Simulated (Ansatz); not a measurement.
Bi2Se3 (Bi2Te3 type, space group R-3m)

```
Bi2Se3
1.0
    2.07220     1.19638     9.48183
   -2.07220     1.19638     9.48183
    0.00000    -2.39277     9.48183
Bi Se
2 3
Direct
  0.40088   0.40088   0.40088
  0.59912   0.59912   0.59912
  0.00000   0.00000   0.00000
  0.21052   0.21052   0.21052
  0.78948   0.78948   0.78948
```

The volume is varied about the relaxed value V₀ at fixed cell shape. The atoms relax within the cell's symmetry.

All values below come from PBE-D3(BJ) (plane waves to 420 eV, PAW, scalar-relativistic; Ansatz, a first-principles code). k mesh 9×9×9 (Γ-centred), Fermi-Dirac smearing 0.05 eV. Energies are smeared free energies. With the shape held, the modulus is that of even scaling; a crystal free to change shape is softer. Bi2Se3 was relaxed with its symmetry unable to fall. Spin-orbit coupling is left out, though Bi is heavy. The PAW data are Ansatz's earlier set. ΔE is measured from the relaxed starting cell.

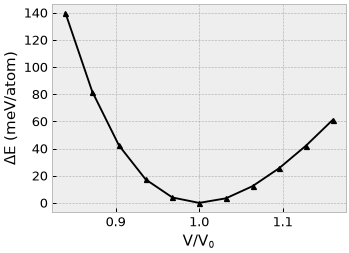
Fig. 1. ΔE (meV/atom) against V/V₀; one marker a computed point.

Question: What is ΔE at V/V₀ = 1.160?

Answer: About 61 meV/atom.

Question: What is ΔE at V/V₀ = 0.840?

Answer: About 140 meV/atom.

Question: What bulk modulus at fixed cell shape B₀ follows from a third-order Birch-Murnaghan fit?

Answer: About 40 GPa.

(A scan under strain: stresses follow from slopes of the energy per volume, elastic moduli from its curvatures.)
